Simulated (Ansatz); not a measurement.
**Run report: BSiH5OF2, geometry relaxation (part 1 of 2)**

The run: geometry relaxation of BSiH5OF2. Method and program: RKS B3LYP/def2-SVP (Ansatz 0.2.0).

The input holds or restrains some coordinates. It belongs to a series of runs on one base structure; here: pulled along the bonds that form and break, towards end B. Figures and captions count atoms from 1; the log counts them from 0 in places.

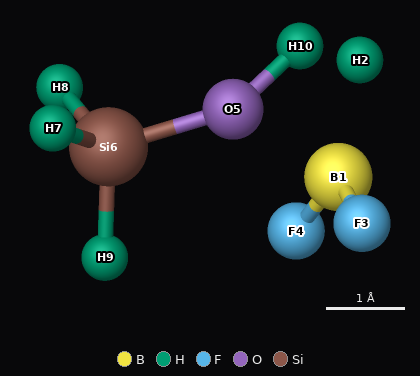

The structure as given in the input (ball-and-stick view, seen on its broad side; atoms are numbered from 1 in the order of the input).

Input file:
```yaml
crystal:
  periodic: [false, false, false]
  atoms:
    - { symbol: B, position_ang: [0.0, 0.0, 0.0] }
    - { symbol: H, position_ang: [0.0, 0.0, 1.54] }
    - { symbol: F, position_ang: [1.1431, 0.0, -0.66] }
    - { symbol: F, position_ang: [-1.1431, 0.0, -0.66] }
    - { symbol: O, position_ang: [0.0715, -1.6212, 0.5392] }
    - { symbol: Si, position_ang: [-0.6985, -2.9178, -0.2012] }
    - { symbol: H, position_ang: [0.2063, -4.0629, -0.2427] }
    - { symbol: H, position_ang: [-1.8953, -3.2713, 0.5566] }
    - { symbol: H, position_ang: [-1.0766, -2.5477, -1.562] }
    - { symbol: H, position_ang: [0.0379, -0.8605, 1.537] }
basis:
  gaussian: { orbitals: def2-SVP }
hamiltonian:
  xc: b3lyp
relax:
  f_tol: 0.15
  max_steps: 25
  restrain:
    - { distance: [0, 4], at: 1.41, k: 30.0 }
    - { distance: [9, 1], at: 0.66, k: 30.0 }
    - { distance: [0, 1], at: 2.39, k: 30.0 }
    - { distance: [9, 4], at: 2.21, k: 30.0 }
output:
  orbitals: {}
```

Command:
```bash
ansatz run input.yaml --threads 2 --pin off --max-ram 3072MiB --backend cpu --events-out ev --progress --plain --runs-dir out
```

What the program printed:
```
The last accepted step is kept in [file] (removed where the run ends without a failure and the disk answers)
Engine: ansatz 0.2.0, aarch64-unknown-linux-gnu
Functional definition: B3LYP
  parameter a0 = 0.2
  parameter ax = 0.72
  parameter ac = 0.81
  exchange = (1 - a0 - ax)*slater_x + ax*b88_x + a0*exact_x
  correlation = (1 - ac)*vwn_rpa_c + ac*lyp_c
1031 factors; integrals over basis functions are off by at most 4.9e-4 eV
mean field evaluation 1: about -16103.7050 eV, gradient 5.8e1 eV
mean field evaluation 2: about -16086.6147 eV, gradient 1.1e2 eV
mean field evaluation 4: about -16109.2627 eV, gradient 6.2e0 eV
mean field evaluation 8: about -16109.3600 eV, gradient 7.1e-2 eV
mean field evaluation 16: about -16109.3600 eV, gradient 9.0e-6 eV
mean field -16109.36001980 eV, -592.0080614114 hartree, gradient 9.0e-6 eV, S^2 0.000000; 0 other end points of the search recorded, 0 dependent functions left out
the calculation of the forces begins
reference -16109.36027514 eV, -592.0080707948 hartree; 25, 25 occupied and 74, 74 virtual orbitals, 1031 factors
relax step   1: F+E_penalty+E_count = -16109.36001980 eV  Δ(F+E_penalty+E_count) = +0.000e0 eV  max|allowed force component| = 5.168e0 eV/Å  E_restraint = 26.47177925 eV  max|allowed force component, restraints' pulls added| = 2.521e1 eV/Å  Δτ_max = 0.0000 Å  (26 SCF iters, accepted)
  distance B 0 - O 4 = 1.7100 Å
  distance H 9 - H 1 = 0.8613 Å
  distance B 0 - H 1 = 1.5400 Å
  distance H 9 - O 4 = 1.2551 Å
these checks for a lower state are left out or cut short: starts, cluster_reference, orbital_swaps, neighbouring_geometries, increment
1031 factors; integrals over basis functions are off by at most 8.1e-4 eV
mean field -16110.05689797 eV, -592.0336712117 hartree, gradient 1.2e-5 eV, S^2 0.000000; 0 other end points of the search recorded, 0 dependent functions left out
[... from here on the field's lines of each further geometry are left out, up to the last ...]
relax step   2: F+E_penalty+E_count = -16110.05689797 eV  Δ(F+E_penalty+E_count) = -6.969e-1 eV  max|allowed force component| = 7.182e0 eV/Å  E_restraint = 11.94302837 eV  max|allowed force component, restraints' pulls added| = 1.838e1 eV/Å  Δτ_max = 0.1949 Å  (34 SCF iters, accepted)
relax step   3: F+E_penalty+E_count = -16111.41053061 eV  Δ(F+E_penalty+E_count) = -1.354e0 eV  max|allowed force component| = 6.029e0 eV/Å  E_restraint = 3.18771371 eV  max|allowed force component, restraints' pulls added| = 9.464e0 eV/Å  Δτ_max = 0.1984 Å  (34 SCF iters, accepted)
relax step   4: F+E_penalty+E_count = -16112.33526617 eV  Δ(F+E_penalty+E_count) = -9.247e-1 eV  max|allowed force component| = 2.380e0 eV/Å  E_restraint = 0.24559237 eV  max|allowed force component, restraints' pulls added| = 2.751e0 eV/Å  Δτ_max = 0.1948 Å  (34 SCF iters, accepted)
relax step   5: F+E_penalty+E_count = -16112.61772046 eV  Δ(F+E_penalty+E_count) = -2.825e-1 eV  max|allowed force component| = 3.048e0 eV/Å  E_restraint = 0.07874841 eV  max|allowed force component, restraints' pulls added| = 2.343e0 eV/Å  Δτ_max = 0.1971 Å  (29 SCF iters, accepted)
relax step   6: F+E_penalty+E_count = -16112.78378682 eV  Δ(F+E_penalty+E_count) = -1.661e-1 eV  max|allowed force component| = 1.303e0 eV/Å  E_restraint = 0.12538706 eV  max|allowed force component, restraints' pulls added| = 1.760e0 eV/Å  Δτ_max = 0.1924 Å  (29 SCF iters, accepted)
relax step   7: F+E_penalty+E_count = -16112.77405850 eV  Δ(F+E_penalty+E_count) = +9.728e-3 eV  max|allowed force component| = 1.510e0 eV/Å  E_restraint = 0.07413285 eV  max|allowed force component, restraints' pulls added| = 4.816e-1 eV/Å  Δτ_max = 0.0700 Å  (28 SCF iters, accepted)
relax step   8: F+E_penalty+E_count = -16112.79001211 eV  Δ(F+E_penalty+E_count) = -1.595e-2 eV  max|allowed force component| = 1.634e0 eV/Å  E_restraint = 0.07152266 eV  max|allowed force component, restraints' pulls added| = 2.031e-1 eV/Å  Δτ_max = 0.0681 Å  (28 SCF iters, accepted)
relax step   9: F+E_penalty+E_count = -16112.80425646 eV  Δ(F+E_penalty+E_count) = -1.424e-2 eV  max|allowed force component| = 1.700e0 eV/Å  E_restraint = 0.07176673 eV  max|allowed force component, restraints' pulls added| = 1.225e-1 eV/Å  Δτ_max = 0.1138 Å  (28 SCF iters, accepted)
relax step  10: F+E_penalty+E_count = -16112.81736443 eV  Δ(F+E_penalty+E_count) = -1.311e-2 eV  max|allowed force component| = 1.477e0 eV/Å  E_restraint = 0.08783699 eV  max|allowed force component, restraints' pulls added| = 5.710e-1 eV/Å  Δτ_max = 0.1958 Å  (27 SCF iters, rejected (line search))
the calculation of the forces begins
reference -16112.81736034 eV, -592.1351163326 hartree; 25, 25 occupied and 74, 74 virtual orbitals, 1031 factors
relax step  11: F+E_penalty+E_count = -16112.81710878 eV  Δ(F+E_penalty+E_count) = -1.285e-2 eV  max|allowed force component| = 1.673e0 eV/Å  E_restraint = 0.07332465 eV  max|allowed force component, restraints' pulls added| = 8.574e-2 eV/Å  Δτ_max = 0.0921 Å  (28 SCF iters, accepted)
  distance B 0 - O 4 = 1.3733 Å
  distance H 9 - H 1 = 0.7180 Å
  distance B 0 - H 1 = 2.3955 Å
  distance H 9 - O 4 = 2.2225 Å
1031 factors; integrals over basis functions are off by at most 6.3e-4 eV
mean field evaluation 96: about -16112.7774 eV, gradient 3.5e-1 eV
```

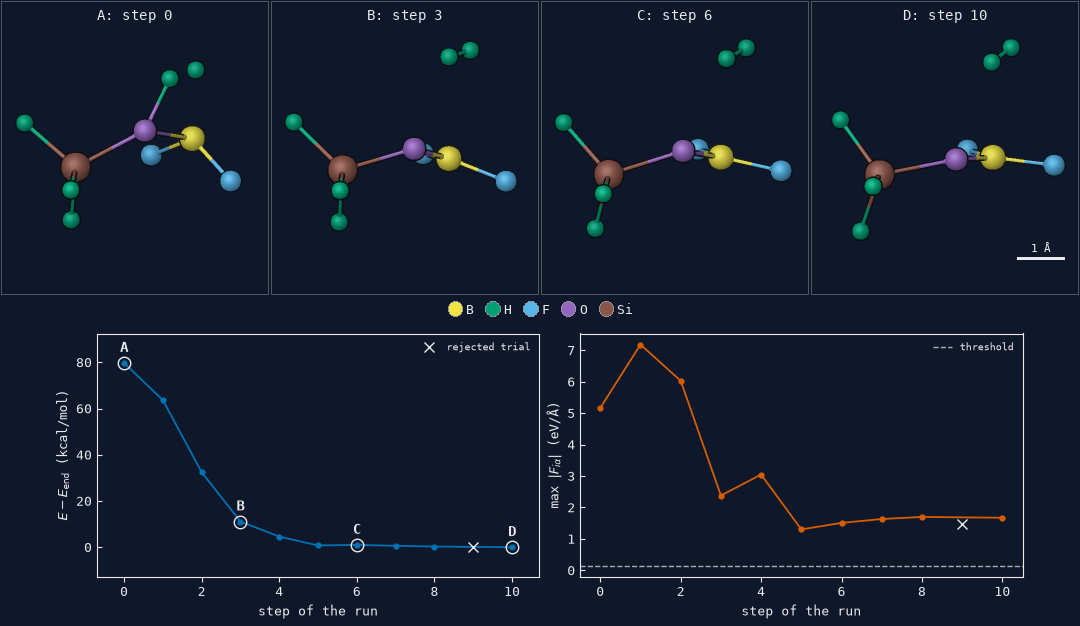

Frames of the restrained relaxation (ball-and-stick view, seen at a tilt) above the curves, on which the letters mark them (the first geometry is step 0 here and step 1 in the log).

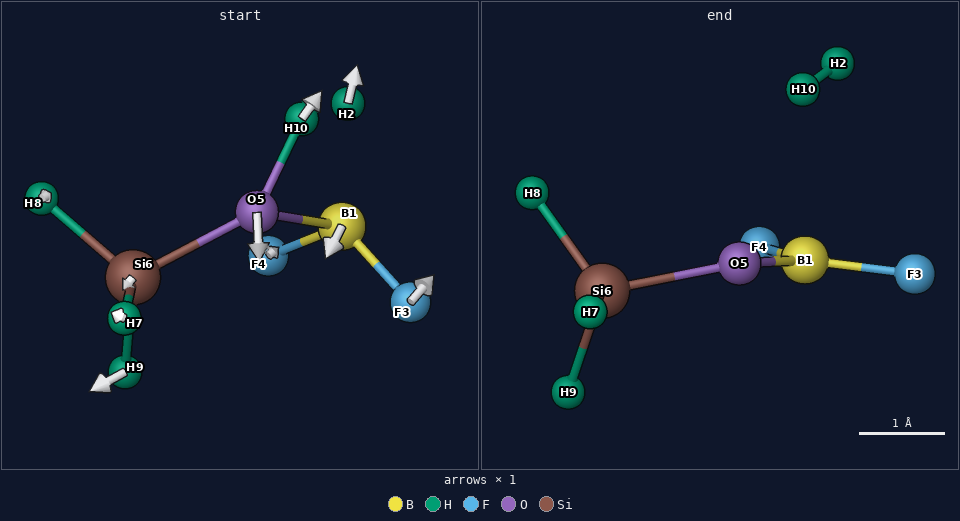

Before (left) and after (right) the restrained relaxation, at one scale (ball-and-stick view, seen at a tilt). The white arrows give the displacements, at true length. The energy falls by 79.7 kcal/mol in 10 geometry steps. Largest force component: 5.2 eV/Å at the start, 1.7 eV/Å at the end. The line search rejected the trial step at point 9 (counted from 0) and went back. The atom that moves furthest after the best rigid fit is O5 (0.61 Å). By element the largest moves are O 0.61 Å, H 0.53 Å, F 0.51 Å, B 0.49 Å, Si 0.21 Å. Among the contacts that change: O5–H10 1.255 → 2.222 Å, B1–O5 1.710 → 1.373 Å, H2–H10 0.861 → 0.718 Å, Si6–H8 1.460 → 1.490 Å. Among the angles that change: F3–B1–O5 97.0° → 120.9°, F4–B1–O5 101.2° → 121.2°, B1–O5–Si6 125.0° → 133.7°. (Atoms are counted from 1 in the order of the input.)

```
mean field -16112.81710878 eV, -592.1351070878 hartree, gradient 8.1e-6 eV, S^2 0.000000; 1 other end points of the search recorded, 0 dependent functions left out
the calculation of the forces begins
reference -16112.81736034 eV, -592.1351163326 hartree; 25, 25 occupied and 74, 74 virtual orbitals, 1031 factors
Total energy: -16112.81736034 eV, -592.1351163326 hartree
Atom 0 at     0.070154    -0.355789    -0.327809 Å, force     0.094986    -1.019269     0.113814 eV/Å
Atom 1 at     0.011243     0.124806     2.018270 Å, force    -0.208426     1.673177     0.530913 eV/Å
Atom 2 at     1.123437     0.438320    -0.401293 Å, force    -0.018939    -0.073406    -0.000649 eV/Å
Atom 3 at    -1.123499     0.171197    -0.574649 Å, force    -0.010241     0.004218    -0.038201 eV/Å
Atom 4 at     0.213344    -1.694090    -0.054849 Å, force    -0.070781     0.841637    -0.559537 eV/Å
Atom 5 at    -0.741386    -3.053656    -0.353744 Å, force     0.013433     0.068077     0.020920 eV/Å
Atom 6 at     0.129084    -4.238348    -0.148944 Å, force    -0.004210     0.009335     0.012981 eV/Å
Atom 7 at    -1.894232    -3.089174     0.589084 Å, force     0.029706     0.008544    -0.004949 eV/Å
Atom 8 at    -1.235801    -3.014229    -1.758010 Å, force    -0.001712    -0.004618     0.011933 eV/Å
Atom 9 at     0.092956    -0.570437     1.858845 Å, force     0.176186    -1.507695    -0.087224 eV/Å
Dipole moment:    -0.151993    -0.325656     0.021071 e Å
```

Trajectory as extended XYZ (Å, eV, eV/Å), 11 frames, from step=1 to step=11:
```
10
Properties=species:S:1:pos:R:3:forces:R:3 step=1 energy=-16109.36002
B     0.0000    0.0000    0.0000    0.5301  -5.1676   0.9600
H     0.0000    0.0000    1.5400   -0.0945   4.1203  -0.4299
F     1.1431    0.0000   -0.6600    0.4156   2.1077   0.0477
F    -1.1431    0.0000   -0.6600   -0.5782   1.8472   0.2099
O     0.0715   -1.6212    0.5392   -0.0783  -0.0854   0.4004
Si   -0.6985   -2.9178   -0.2012    0.1373  -0.0039   0.2273
H     0.2063   -4.0629   -0.2427    0.3434  -0.4582   0.0081
H    -1.8953   -3.2713    0.5566   -0.5197  -0.1871   0.3051
H    -1.0766   -2.5477   -1.5620   -0.1019   0.1211  -0.4963
H     0.0379   -0.8605    1.5370   -0.0539  -2.2942  -1.2323
10
Properties=species:S:1:pos:R:3:forces:R:3 step=2 energy=-16110.05690
B     0.0055   -0.1206   -0.1089    0.3395  -7.1823  -0.1163
H     0.0003    0.0263    1.7332   -0.0477   1.9948   0.5418
F     1.1646    0.0271   -0.6900    0.3028   2.3168   0.1896
F    -1.1622    0.0227   -0.6846   -0.2478   1.9917   0.3853
O     0.0845   -1.6491    0.4085    0.0967   2.0346  -0.1390
Si   -0.7104   -2.9430   -0.2190    0.0627   0.0051  -0.2579
H     0.2111   -4.0716   -0.2436    0.2832  -0.6001   0.0031
H    -1.9022   -3.2735    0.5612   -0.4946  -0.2051   0.2998
H    -1.0800   -2.5488   -1.5714   -0.3522  -0.1553  -0.7415
H     0.0342   -0.7509    1.6615    0.0574  -0.2003  -0.1650
```
